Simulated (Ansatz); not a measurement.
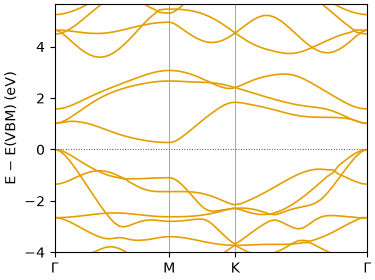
Fig. 1. Band structure from the program Ansatz at the LDA level (PAW)

Read off the gap and where the band edges lie.

About 0.3 eV (0.27 eV by a search for the band edges); maximum at Γ, minimum at M.

The material is monolayer ZrSe2 (1T, P-3m1 in the vacuum cell, 3 atoms).

The layer was cut from a bulk entry of the Materials Project (measured or hypothetical); whether that bulk phase is the ambient one, and whether the layer has been isolated, was not checked. The LDA relaxation kept the symmetry of its start; whether a distortion lowers the energy is not shown. No spin polarisation was allowed. Spin–orbit coupling is left out wherever it is not named.

Potentials: the later of the program's two PAW sets.
